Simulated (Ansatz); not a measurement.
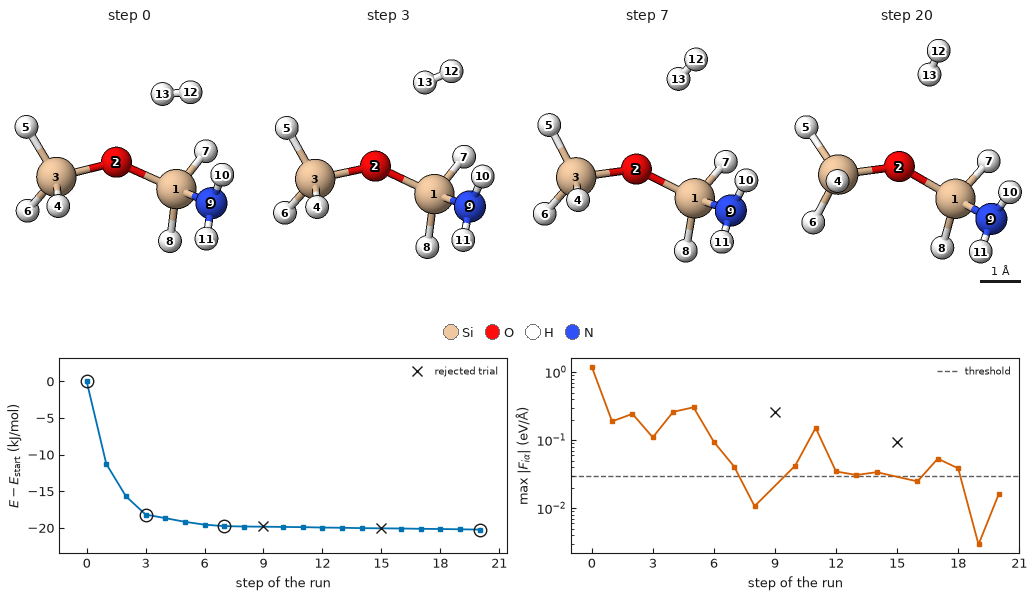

Frames of a relaxation of Si2NH9O, marked on the history of the run. A ball-and-stick model, seen face on.

The run prepares an end point of a later path (reaction) calculation, from a guessed geometry.

Computed with Ansatz 0.2.0, RKS B3LYP-D4/6-31G*.

The input:
```yaml
crystal:
  periodic: [false, false, false]
  atoms:
    - { symbol: Si, position_ang: [-0.154824, -0.049113, 0.100626] }
    - { symbol: O, position_ang: [-0.333946, -0.243168, 1.752563] }
    - { symbol: Si, position_ang: [-1.480892, -0.23037, 2.937047] }
    - { symbol: H, position_ang: [-2.67066, -1.040488, 2.548073] }
    - { symbol: H, position_ang: [-0.889894, -0.810544, 4.169406] }
    - { symbol: H, position_ang: [-1.944005, 1.154125, 3.229119] }
    - { symbol: H, position_ang: [1.294756, 0.105174, -0.130114] }
    - { symbol: H, position_ang: [-0.900651, 1.16729, -0.322617] }
    - { symbol: "N", position_ang: [-0.788739, -1.316722, -0.874951] }
    - { symbol: H, position_ang: [-0.449258, -2.267905, -0.814] }
    - { symbol: H, position_ang: [-1.758002, -1.287451, -1.164799] }
    - { symbol: H, position_ang: [1.38153, -2.10506, 0.842391] }
    - { symbol: H, position_ang: [1.077485, -1.926567, 1.455857] }
basis:
  gaussian: { orbitals: "6-31G*" }
hamiltonian:
  xc: b3lyp
  dispersion: d4
relax:
  f_tol: 0.03
  max_steps: 50
output:
  orbitals: {}
```

Command:
```bash
ansatz run input.yaml --threads 2 --pin off --max-ram 3072MiB --backend cpu --events-out ev --progress --plain --runs-dir out
```

What happens along the run?

H12 moves most after the best rigid fit: 1.41 Å. By element the largest moves are H 1.41 Å, N 0.44 Å, Si 0.27 Å, O 0.19 Å. Among the contacts that change: H12–H13 0.708 → 0.743 Å, Si1–O2 1.673 → 1.663 Å. Among the angles between lasting bonds that change: H7–Si1–N9 110.5° → 107.8°. Groups turn about O2–Si3 by about 30°. Over 18 accepted moves (20 points after the start) the energy falls by 20.2 kJ/mol. The largest force component goes from 1.2 to 0.016 eV/Å. The line search rejected the trial steps at points 9, 15 of the run. The forces were under the threshold at step 8, but the run went on from there. From step 0 to 3: H12 moves most (0.58 Å), energy −18.2 kJ/mol. From step 3 to 7: H12 moves most (0.53 Å), energy −1.58 kJ/mol. From step 7 to 20: H4 moves most (0.51 Å), energy −0.48 kJ/mol.

| step | E − E(0), kJ/mol | largest force component, eV/Å | note |
| --- | --- | --- | --- |
| 0 | 0.00 | 1.1991 |  |
| 1 | -11.26 | 0.1883 |  |
| 2 | -15.68 | 0.2428 |  |
| 3 | -18.16 | 0.1097 |  |
| 4 | -18.65 | 0.2598 |  |
| 5 | -19.15 | 0.3030 |  |
| 6 | -19.54 | 0.0942 |  |
| 7 | -19.74 | 0.0407 |  |
| 8 | -19.79 | 0.0107 |  |
| 9 | -19.75 | 0.2574 | rejected |
| 10 | -19.85 | 0.0423 |  |
| 11 | -19.88 | 0.1512 |  |
| 12 | -19.94 | 0.0346 |  |
| 13 | -19.97 | 0.0308 |  |
| 14 | -20.02 | 0.0338 |  |
| 15 | -20.01 | 0.0924 | rejected |
| 16 | -20.07 | 0.0247 |  |
| 17 | -20.11 | 0.0534 |  |
| 18 | -20.14 | 0.0384 |  |
| 19 | -20.17 | 0.0029 |  |
| 20 | -20.22 | 0.0163 |  |

Limits of the set-up: the start holds two separate molecules, 2.2 Å apart at their closest, whose relative position is a soft coordinate.
